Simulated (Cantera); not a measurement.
Feed: 1 mol Fe2O3, 26 mol HCl, 0.55 mol O2, held at 0.170 bar.

These are equilibrium values from Cantera (NASA tables, ideal gas, pure condensed phases), not measurements of a reactor. Candidate condensed phases: Fe, FeCl2, FeCl3, FeO, Fe(OH)2, Fe(OH)3, Fe2O3, Fe3O4, H2O; 22 gas species. Condensed phases not in the tables: FeOCl. The numbers say what is thermodynamically allowed, not how fast it happens.

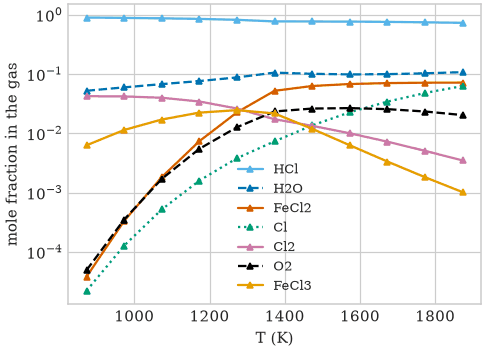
Equilibrium gas composition (values under 1e-9 drawn at 1e-9)

Task: Read off the mole fractions at 1873 K.

Result: HCl about 0.73, H2O about 0.11, FeCl2 about 0.072, Cl about 0.063, O2 about 0.020, Cl2 about 0.0035, FeCl3 about 0.0010.
